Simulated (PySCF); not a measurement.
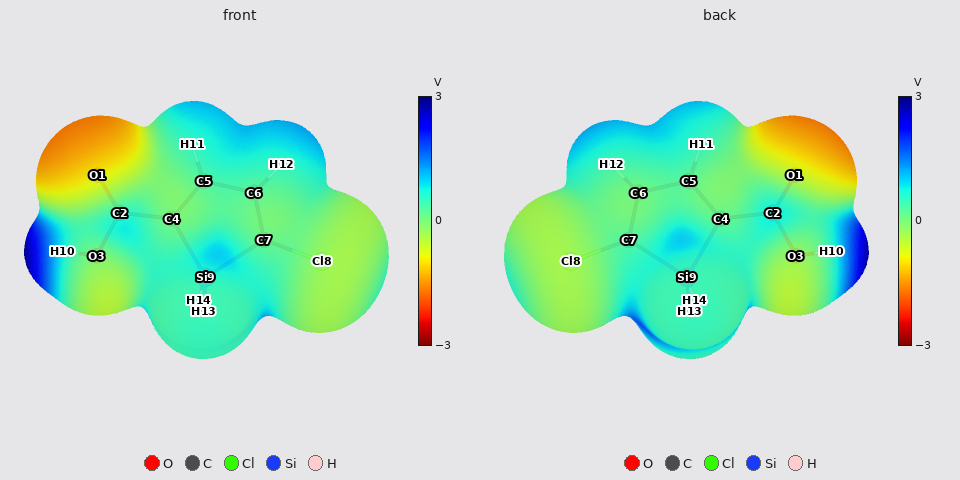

Figure. C₅H₅ClO₂Si (SMILES O=C(O)C1=CC=C(Cl)[SiH2]1). The electrostatic potential painted on the density surface at 0.002 e/bohr³, seen from the front and from behind; the colour scale runs from red (negative) to blue (positive).

Geometry: GFN2-xTB.

Level of theory: CAM-B3LYP/def2-SVPD, SCF density, gas phase (PySCF 2.14.0).

Input

```
{"job": {"kind": "uv", "xc": "CAM-B3LYP", "basis": "def2-SVPD", "nstates": 8, "ntriplets": 3}, "charge": 0, "multiplicity": 1}
O     -2.806244     0.713650     0.454965
C     -2.000245    -0.070340     0.014674
O     -2.372988    -1.264742    -0.498110
C     -0.560049     0.103162    -0.046107
C      0.069981     1.210701     0.407826
C      1.504938     1.237576     0.282669
C      2.043567     0.139845    -0.279010
Cl     3.723326    -0.037726    -0.522817
Si     0.685221    -1.130351    -0.735598
H     -3.337041    -1.355812    -0.444738
H     -0.460382     2.043290     0.846265
H      2.071679     2.090184     0.623305
H      0.823778    -2.352320     0.048084
H      0.613780    -1.327591    -2.178552
```

Run with:

```sh
OMP_NUM_THREADS=1 python probes_run.py task.json out
```

Question: Describe the electrostatic potential map.

Answer: The most negative region (about −1.7 V, or −39 kcal/mol for a unit charge) lies over O1, the most positive (about +2.7 V, or +62 kcal/mol for a unit charge) over H10. Cl8 shows a σ-hole: about +0.6 V, or +14 kcal/mol for a unit charge at the tip opposite its bond, against about −0.2 V on its flanks. O1 is the likeliest acceptor of a hydrogen bond.

Question: What dipole moment does the calculation give?

Answer: Its dipole moment is 1.14 D.
